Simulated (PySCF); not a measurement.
Geometry relaxation of SiH3Cl3 (part 3 of 3)

Continued. System: SiH3Cl3. Method: RKS PBE0-D4/def2-TZVP, density fitting (PySCF 2.14.0). The geometry is a transition state displaced along its imaginary mode. The reaction was set up to form Si1–H7 and Cl2–H6 and to break Si1–Cl2 and H6–H7 (atoms counted from 1 in the order of the input); sticks are drawn by distance alone.

Geometry of the input (Å):
```
Si -0.4720  0.2664  -0.2336
Cl 1.4555  -1.2634  0.9728
Cl -0.5373  -1.2187  -1.6700
Cl -1.5814  -0.0849  1.4237
H  -1.0660  1.3731  -0.9359
H  1.3778  -0.0448  0.4696
H  0.8233  0.9724  -0.0267
```

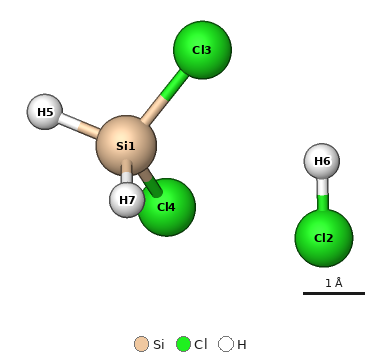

Fig. 1: The geometry at step 57 of the log (ball-and-stick view, seen at a tilt; atoms are numbered from 1 in the order of the input).

Trajectory as extended XYZ, continued:
```
7
Properties=species:S:1:pos:R:3:forces:R:3 step=44 energy=-45483.14669
Si   -0.8930    0.5876   -0.3228   -0.0198   0.0134  -0.0270
Cl    2.0234   -1.3468    1.3100    0.0297   0.0359  -0.0381
Cl   -0.3297   -0.7579   -1.7544    0.0039   0.0095   0.0059
Cl   -1.8175   -0.3606    1.2240   -0.0055  -0.0177   0.0167
H    -1.8601    1.5237   -0.9316    0.0254  -0.0093   0.0043
H     2.6451   -0.9028    0.2819   -0.0280  -0.0397   0.0348
H     0.3166    1.2655    0.1796   -0.0055   0.0079   0.0029
7
Properties=species:S:1:pos:R:3:forces:R:3 step=45 energy=-45483.14811
Si   -0.8914    0.5962   -0.3046   -0.0324  -0.0668  -0.0587
Cl    2.0244   -1.3431    1.2868    0.0629   0.0523  -0.0908
Cl   -0.3107   -0.7081   -1.7750   -0.0216   0.0679   0.0849
Cl   -1.7932   -0.4036    1.2270    0.0219   0.0110  -0.0371
H    -1.8772    1.5274   -0.8903    0.0196  -0.0125   0.0069
H     2.6402   -0.9488    0.2327   -0.0596  -0.0561   0.0866
H     0.3066    1.2858    0.2068    0.0093   0.0044   0.0079
7
Properties=species:S:1:pos:R:3:forces:R:3 step=46 energy=-45483.14983
Si   -0.8934    0.6099   -0.2934    0.0225  -0.1017  -0.0080
Cl    2.0287   -1.3502    1.2735    0.0682   0.0508  -0.1019
Cl   -0.2912   -0.6617   -1.7841   -0.0175   0.0688   0.0852
Cl   -1.7729   -0.4351    1.2232    0.0271   0.0372  -0.0609
H    -1.8927    1.5306   -0.8647   -0.0286   0.0159  -0.0094
H     2.6346   -1.0097    0.1948   -0.0653  -0.0522   0.0963
H     0.2912    1.3172    0.2291   -0.0064  -0.0186  -0.0014
7
Properties=species:S:1:pos:R:3:forces:R:3 step=47 energy=-45483.15199
Si   -0.8990    0.6246   -0.2843    0.0516  -0.0580   0.0186
Cl    2.0389   -1.3557    1.2628    0.0716   0.0468  -0.1105
Cl   -0.2665   -0.6182   -1.7816    0.0049   0.0268   0.0229
Cl   -1.7623   -0.4554    1.2130   -0.0005   0.0119  -0.0098
H    -1.9139    1.5299   -0.8483   -0.0488   0.0377  -0.0251
H     2.6326   -1.0783    0.1593   -0.0711  -0.0450   0.1053
H     0.2690    1.3502    0.2509   -0.0079  -0.0201  -0.0014
7
Properties=species:S:1:pos:R:3:forces:R:3 step=48 energy=-45483.15386
Si   -0.9045    0.6355   -0.2722    0.0355  -0.0236   0.0273
Cl    2.0484   -1.3574    1.2416    0.0079   0.0156   0.0143
Cl   -0.2388   -0.5728   -1.7819    0.0081   0.0170   0.0014
Cl   -1.7557   -0.4833    1.2027   -0.0053   0.0034   0.0030
H    -1.9364    1.5293   -0.8271   -0.0278   0.0228  -0.0239
H     2.6265   -1.1322    0.1232   -0.0082  -0.0120  -0.0174
H     0.2456    1.3764    0.2814   -0.0104  -0.0233  -0.0048
7
Properties=species:S:1:pos:R:3:forces:R:3 step=49 energy=-45483.15467
Si   -0.9087    0.6471   -0.2539    0.0093  -0.0455  -0.0473
Cl    2.0622   -1.3380    1.2274    0.1529   0.0461  -0.2820
Cl   -0.1876   -0.5035   -1.7892   -0.0246   0.0552   0.0551
Cl   -1.7558   -0.5294    1.1766   -0.0013  -0.0148   0.0119
H    -1.9603    1.5271   -0.7986    0.0092   0.0072  -0.0242
H     2.6093   -1.2096    0.0666   -0.1551  -0.0409   0.2817
H     0.2138    1.3995    0.3349    0.0097  -0.0073   0.0043
7
Properties=species:S:1:pos:R:3:forces:R:3 step=50 energy=-45483.15671
Si   -0.9088    0.6411   -0.2582    0.0544  -0.0489  -0.0639
Cl    2.0620   -1.3248    1.2391    0.0451   0.0196  -0.0575
Cl   -0.1801   -0.5060   -1.7893    0.0040   0.0149   0.0215
Cl   -1.7880   -0.5276    1.1528   -0.0459  -0.0714   0.0672
H    -1.9355    1.5314   -0.8206   -0.0572   0.0709  -0.0387
H     2.5918   -1.1959    0.0791   -0.0496  -0.0164   0.0576
H     0.2109    1.3723    0.3552    0.0495   0.0314   0.0135
7
Properties=species:S:1:pos:R:3:forces:R:3 step=51 energy=-45483.15948
Si   -0.9066    0.6450   -0.2487    0.0431  -0.1003   0.0434
Cl    2.0649   -1.3053    1.2281    0.0155   0.0081   0.0226
Cl   -0.1324   -0.4529   -1.7961   -0.0082   0.0370   0.0474
Cl   -1.7921   -0.5837    1.1194    0.0266   0.0395  -0.0506
H    -1.9385    1.5335   -0.8080   -0.0471   0.0440  -0.0242
H     2.5453   -1.2312    0.0450   -0.0175  -0.0057  -0.0196
H     0.1906    1.3841    0.4051   -0.0123  -0.0224  -0.0188
7
Properties=species:S:1:pos:R:3:forces:R:3 step=52 energy=-45483.15997
Si   -0.8974    0.6425   -0.2462   -0.0137  -0.0588   0.1012
Cl    2.0822   -1.2483    1.2595    0.1670  -0.0054  -0.4548
Cl   -0.0404   -0.3957   -1.7900   -0.0158   0.0111   0.0087
Cl   -1.8003   -0.6457    1.0607    0.0610   0.0982  -0.1060
H    -1.9338    1.5264   -0.8188    0.0246  -0.0236   0.0117
H     2.4510   -1.2695    0.0177   -0.1669   0.0064   0.4616
H     0.1675    1.3844    0.4595   -0.0564  -0.0279  -0.0223
7
Properties=species:S:1:pos:R:3:forces:R:3 step=53 energy=-45483.16224
Si   -0.8898    0.6252   -0.2655   -0.1371   0.1457   0.0437
Cl    2.0753   -1.2383    1.2943    0.0210   0.0039   0.0313
Cl   -0.0539   -0.4576   -1.7785    0.0400  -0.0770  -0.1294
Cl   -1.8025   -0.6126    1.0700   -0.0061   0.0003   0.0026
H    -1.9227    1.5169   -0.8501    0.1196  -0.0934   0.0482
H     2.4463   -1.1949    0.0711   -0.0186  -0.0063  -0.0269
H     0.1932    1.3623    0.4085   -0.0187   0.0271   0.0307
7
Properties=species:S:1:pos:R:3:forces:R:3 step=54 energy=-45483.16306
Si   -0.8839    0.6235   -0.2780    0.1322   0.0029   0.0448
Cl    2.0715   -1.2344    1.3396   -0.0174   0.0009   0.1284
Cl   -0.0065   -0.4324   -1.8075   -0.0410   0.0558   0.1347
Cl   -1.8796   -0.6272    0.9893    0.0649   0.0142  -0.0500
H    -1.8742    1.5301   -0.8851   -0.0092   0.0397  -0.0211
H     2.4230   -1.2032    0.1135    0.0086  -0.0032  -0.1312
H     0.1773    1.3421    0.4719   -0.1383  -0.1101  -0.1057
7
Properties=species:S:1:pos:R:3:forces:R:3 step=55 energy=-45483.16719
Si   -0.8750    0.6219   -0.2810    0.0562  -0.0229   0.0337
Cl    2.0728   -1.2103    1.3655    0.0735   0.0023  -0.2179
Cl    0.0300   -0.4213   -1.7982   -0.0272   0.0073   0.0448
Cl   -1.8599   -0.6485    0.9753    0.0425   0.0424  -0.0639
H    -1.8617    1.5316   -0.8939   -0.0059  -0.0029   0.0002
H     2.3509   -1.2052    0.1085   -0.0783  -0.0063   0.2157
H     0.1794    1.3337    0.4691   -0.0610  -0.0198  -0.0128
7
Properties=species:S:1:pos:R:3:forces:R:3 step=56 energy=-45483.16894
Si   -0.8674    0.6200   -0.2876    0.0230   0.0278   0.0340
Cl    2.0657   -1.2004    1.3805    0.0623   0.0014  -0.1669
Cl    0.0542   -0.4281   -1.7878   -0.0034  -0.0142  -0.0079
Cl   -1.8562   -0.6510    0.9618    0.0170   0.0260  -0.0360
H    -1.8525    1.5260   -0.9133    0.0203  -0.0269   0.0149
H     2.3153   -1.1940    0.1192   -0.0639  -0.0069   0.1669
H     0.1788    1.3362    0.4683   -0.0555  -0.0071  -0.0052
7
Properties=species:S:1:pos:R:3:forces:R:3 step=57 energy=-45483.17336
Si   -0.8514    0.6236   -0.3029   -0.0059  -0.0020  -0.0134
Cl    2.0576   -1.1906    1.4242    0.0530  -0.0017  -0.1651
Cl    0.1397   -0.4137   -1.7698   -0.0126   0.0128  -0.0013
Cl   -1.8642   -0.6733    0.8993    0.0113   0.0436  -0.0303
H    -1.8249    1.5204   -0.9646    0.0483  -0.0556   0.0352
H     2.2136   -1.2013    0.1476   -0.0540  -0.0030   0.1674
H     0.1575    1.3479    0.4921   -0.0402   0.0061   0.0071
7
Properties=species:S:1:pos:R:3:forces:R:3 step=58 energy=-45483.17881
Si   -0.8315    0.6428   -0.3190    0.0245  -0.0617  -0.0554
Cl    2.0413   -1.2307    1.4549    0.0290   0.0018   0.1153
Cl    0.2351   -0.3835   -1.7449   -0.0081   0.0572   0.0192
Cl   -1.8640   -0.6826    0.8279   -0.0393   0.0141   0.0134
H    -1.7847    1.5229   -1.0237    0.0023  -0.0232   0.0084
H     2.0904   -1.2507    0.1781   -0.0297  -0.0023  -0.1085
H     0.1171    1.3843    0.5283    0.0216   0.0142   0.0074
7
Properties=species:S:1:pos:R:3:forces:R:3 step=59 energy=-45483.17219
Si   -0.7997    0.6477   -0.3407    0.0298   0.0206   0.0300
Cl    2.0502   -1.2340    1.5253   -0.0597  -0.0341  -0.8039
Cl    0.3665   -0.3454   -1.7207   -0.0404   0.0937   0.1139
Cl   -1.8893   -0.7101    0.7193    0.0245   0.0541  -0.0382
H    -1.7222    1.5226   -1.0986    0.0570  -0.0600   0.0440
H     1.9178   -1.2814    0.2225    0.0548   0.0378   0.8041
H     0.0758    1.3990    0.5921   -0.0660  -0.1119  -0.1497
7
Properties=species:S:1:pos:R:3:forces:R:3 step=60 energy=-45483.18316
Si   -0.8072    0.6467   -0.3441   -0.0175  -0.0938  -0.0748
Cl    2.0178   -1.2435    1.5191    0.0270   0.0010   0.0443
Cl    0.3117   -0.3769   -1.7355   -0.0240   0.0607   0.0603
Cl   -1.8973   -0.6766    0.7546    0.0092   0.0304  -0.0053
H    -1.7338    1.5259   -1.0839    0.0185  -0.0053   0.0081
H     1.9866   -1.2574    0.2389   -0.0297  -0.0014  -0.0441
H     0.1124    1.3815    0.5402    0.0167   0.0087   0.0115
7
Properties=species:S:1:pos:R:3:forces:R:3 step=61 energy=-45483.18504
Si   -0.7939    0.6488   -0.3534   -0.0157  -0.0453  -0.0491
Cl    2.0032   -1.2571    1.5434    0.0215  -0.0002  -0.0426
Cl    0.3412   -0.3759   -1.7268    0.0048   0.0279   0.0271
Cl   -1.9007   -0.6677    0.7322   -0.0184  -0.0032   0.0111
H    -1.7044    1.5315   -1.1064   -0.0013   0.0052  -0.0043
H     1.9280   -1.2628    0.2619   -0.0217  -0.0015   0.0411
H     0.1135    1.3806    0.5446    0.0311   0.0174   0.0167
7
Properties=species:S:1:pos:R:3:forces:R:3 step=62 energy=-45483.18682
Si   -0.7779    0.6511   -0.3676   -0.0217   0.0049   0.0021
Cl    1.9979   -1.2689    1.5828   -0.0132  -0.0044  -0.2283
Cl    0.4198   -0.3667   -1.6957   -0.0236   0.0254   0.0542
Cl   -1.9374   -0.6653    0.6683    0.0366   0.0301  -0.0358
H    -1.6549    1.5362   -1.1619    0.0341  -0.0248   0.0291
H     1.8320   -1.2751    0.3029    0.0154   0.0019   0.2289
H     0.0921    1.3805    0.5770   -0.0275  -0.0330  -0.0502
7
Properties=species:S:1:pos:R:3:forces:R:3 step=63 energy=-45483.18804
Si   -0.7771    0.6582   -0.3743    0.0116  -0.0039  -0.0192
Cl    1.9899   -1.2901    1.5921    0.0001  -0.0019  -0.1141
Cl    0.4248   -0.3671   -1.6911   -0.0158   0.0186   0.0292
Cl   -1.9333   -0.6533    0.6652   -0.0060  -0.0051  -0.0035
H    -1.6509    1.5403   -1.1715    0.0082  -0.0063   0.0024
H     1.8205   -1.2905    0.3165    0.0011   0.0010   0.1141
H     0.0919    1.3903    0.5644    0.0009  -0.0022  -0.0089
7
Properties=species:S:1:pos:R:3:forces:R:3 step=64 energy=-45483.18878
Si   -0.7754    0.6653   -0.3824   -0.0571   0.0133   0.0541
Cl    1.9953   -1.3142    1.6082    0.0098  -0.0008   0.0009
Cl    0.4408   -0.3633   -1.6744    0.0422  -0.0356  -0.0316
Cl   -1.9591   -0.6416    0.6371    0.0230   0.0264  -0.0241
H    -1.6282    1.5519   -1.1962   -0.0037   0.0001   0.0062
H     1.7968   -1.3101    0.3406   -0.0109   0.0015  -0.0014
H     0.0804    1.3930    0.5720   -0.0033  -0.0049  -0.0041
7
Properties=species:S:1:pos:R:3:forces:R:3 step=65 energy=-45483.18931
Si   -0.7699    0.6702   -0.3924    0.0249   0.0109  -0.0344
Cl    1.9908   -1.3273    1.6282    0.0030  -0.0029  -0.0181
Cl    0.4860   -0.3651   -1.6506   -0.0347   0.0152   0.0172
Cl   -1.9662   -0.6328    0.6111   -0.0045  -0.0082  -0.0027
H    -1.6099    1.5491   -1.2300    0.0162  -0.0213   0.0104
H     1.7530   -1.3193    0.3662   -0.0014   0.0038   0.0225
H     0.0663    1.4068    0.5717   -0.0033   0.0026   0.0051
7
Properties=species:S:1:pos:R:3:forces:R:3 step=66 energy=-45483.18949
Si   -0.7666    0.6730   -0.3980   -0.0107   0.0045  -0.0004
Cl    1.9913   -1.3367    1.6412   -0.0049  -0.0004  -0.0439
Cl    0.4878   -0.3661   -1.6506   -0.0038  -0.0043  -0.0003
Cl   -1.9716   -0.6279    0.6003    0.0068   0.0069  -0.0106
H    -1.5999    1.5541   -1.2386    0.0076  -0.0115   0.0068
H     1.7432   -1.3222    0.3805    0.0049   0.0018   0.0434
H     0.0667    1.4063    0.5709    0.0002   0.0031   0.0052
7
Properties=species:S:1:pos:R:3:forces:R:3 step=67 energy=-45483.18954
Si   -0.7641    0.6733   -0.4013   -0.0071   0.0236   0.0284
Cl    1.9903   -1.3379    1.6465    0.0072  -0.0007   0.0198
Cl    0.4919   -0.3711   -1.6464    0.0096  -0.0078  -0.0082
Cl   -1.9756   -0.6239    0.5936    0.0021   0.0018  -0.0047
H    -1.5930    1.5532   -1.2470    0.0073  -0.0053   0.0041
H     1.7392   -1.3193    0.3884   -0.0065   0.0014  -0.0195
H     0.0651    1.4082    0.5724   -0.0124  -0.0128  -0.0197
7
Properties=species:S:1:pos:R:3:forces:R:3 step=68 energy=-45483.18961
Si   -0.7624    0.6738   -0.4027   -0.0139   0.0017   0.0037
Cl    1.9911   -1.3392    1.6514    0.0028  -0.0005   0.0034
Cl    0.4994   -0.3726   -1.6414    0.0019  -0.0032  -0.0028
Cl   -1.9791   -0.6228    0.5870    0.0063   0.0072  -0.0062
H    -1.5863    1.5536   -1.2532    0.0042  -0.0051   0.0031
H     1.7302   -1.3178    0.3947   -0.0015   0.0009  -0.0030
H     0.0631    1.4085    0.5721    0.0003  -0.0009   0.0018
7
Properties=species:S:1:pos:R:3:forces:R:3 step=69 energy=-45483.18964
Si   -0.7627    0.6738   -0.4044   -0.0065   0.0076  -0.0062
Cl    1.9970   -1.3397    1.6566   -0.0007   0.0001  -0.0079
Cl    0.5032   -0.3753   -1.6373   -0.0010  -0.0007   0.0006
Cl   -1.9829   -0.6204    0.5828   -0.0011  -0.0005  -0.0012
H    -1.5828    1.5532   -1.2594    0.0065  -0.0077   0.0060
H     1.7296   -1.3159    0.4009    0.0012   0.0006   0.0076
H     0.0598    1.4088    0.5726    0.0016   0.0006   0.0014
```
